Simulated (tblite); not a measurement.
# Frequency calculation of C₅H₅FNP

System: C₅H₅FNP, SMILES Cc1cnc(F)cp1.
Method: GFN2-xTB harmonic vibrations, gas phase (tblite 0.8.0).

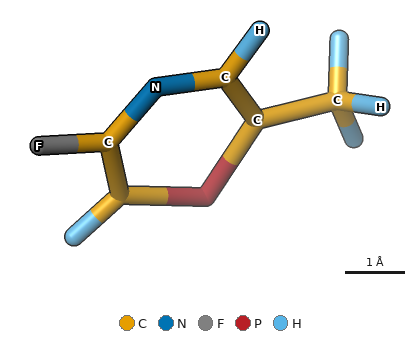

The structure as given in the input (stick view, seen at a tilt).

**Key numbers**

```json
{"quantity": "outcome", "value": "converged"}
{"quantity": "total energy", "value": "−636.8143 eV"}
{"quantity": "zero-point energy", "value": "55.8610 kcal/mol"}
{"quantity": "hardware", "value": "1 CPU thread, shared host"}
{"quantity": "peak memory", "value": "0.18 GiB"}
```

**Input file**
```
{"job": {"kind": "ir", "xc": "GFN2-xTB", "basis": "xTB"}, "charge": 0, "multiplicity": 1}
C     -2.145245    -0.339277    -0.366199
C     -0.668483    -0.137838    -0.191202
C     -0.194118     0.404964     0.990434
N      1.064049     0.648597     1.309915
C      2.020826     0.369745     0.460172
F      3.258906     0.663553     0.902220
C      1.916315    -0.175699    -0.802613
P      0.392307    -0.603537    -1.502133
H     -2.362976    -0.774177    -1.339618
H     -2.533318    -1.001728     0.406960
H     -2.671752     0.611033    -0.282793
H     -0.903322     0.673736     1.766739
H      2.822423    -0.338885    -1.369611
```

The first line tells a small driver script what to run in tblite; the rest is the geometry in Å.

Command:
```bash
OMP_NUM_THREADS=1 python <driver script> task.json out
```

**Log**
```
mode    cm-1     km/mol
  1      57.4      0.69
  2     106.5      0.13
  3     223.7      5.06
  4     276.9      0.64
  5     344.5      0.07
  6     361.0      0.21
  7     415.8      0.14
  8     419.0      3.18
  9     458.7      9.83
 10     653.4     25.44
 11     696.9      7.34
 12     727.6     18.49
 13     798.2     14.10
 14     876.5     11.39
 15     886.1      0.18
 16     994.2      7.79
 17    1016.2     33.42
 18    1020.2      6.68
 19    1133.8    120.12
 20    1173.2      4.36
 21    1264.0     31.31
 22    1315.5      0.88
 23    1353.6    127.09
 24    1401.4      7.43
 25    1459.5     73.37
 26    1470.9      6.09
 27    1480.2     15.82
 28    1556.4    160.13
 29    3002.4     15.72
 30    3014.5      3.70
 31    3020.8     39.07
 32    3030.3     11.16
 33    3066.4      1.49
```

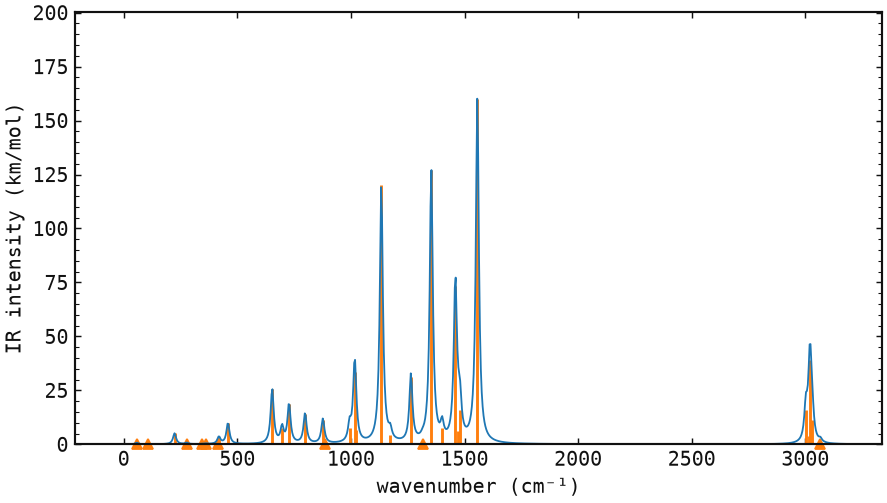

Harmonic infrared spectrum, unscaled: sticks (degenerate modes added up, dark ones marked on the axis) with a Lorentzian envelope of 16 cm⁻¹ full width, scaled to the tallest stick. 33 modes from 57 to 3066 cm⁻¹, none imaginary. The strongest line is at 1556 cm⁻¹ (160 km/mol).
